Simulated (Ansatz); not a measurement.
```yaml
atoms:
  - { symbol: Zr, position_ang: [0.0125, 0.0208, -0.0566] }
  - { symbol: Cl, position_ang: [-0.0031, -0.0057, 2.4189] }
  - { symbol: Cl, position_ang: [2.1966, 0.0169, -0.8689] }
  - { symbol: Cl, position_ang: [-1.0827, 1.9103, -0.8693] }
  - { symbol: F, position_ang: [-0.8697, -1.5076, -0.7302] }
  - { symbol: F, position_ang: [0.0034, 0.0059, 5.1085] }
```

Core potentials replace the inner electrons of Zr; not at a stationary point (largest force 1.3 eV/Å).

All numbers below come from Ansatz, UKS PBE-D4/def2-SVP.

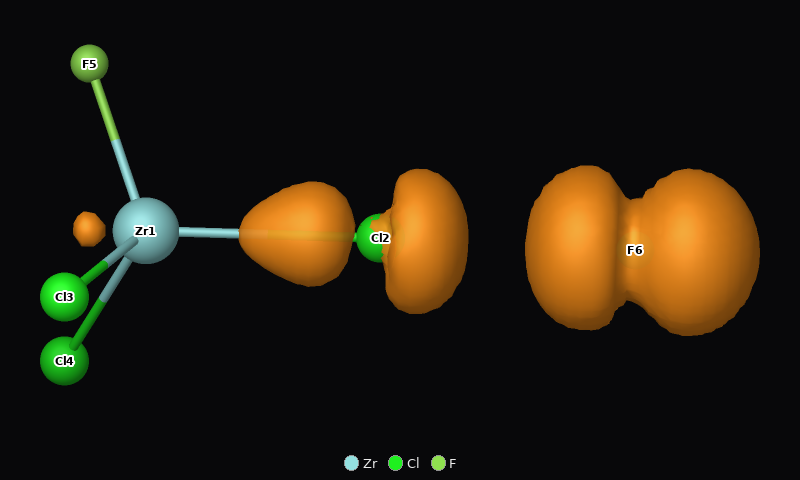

Cl3FZr···F (doublet). Isosurface of the spin density at +0.015 e/Å³ (orange), seen from one side.

### Describe the spin distribution.

The unpaired spin (1 electron) lies mostly on F6 (about 0.9) and Cl2 (about 0.1), in electrons by Hirshfeld's partition.
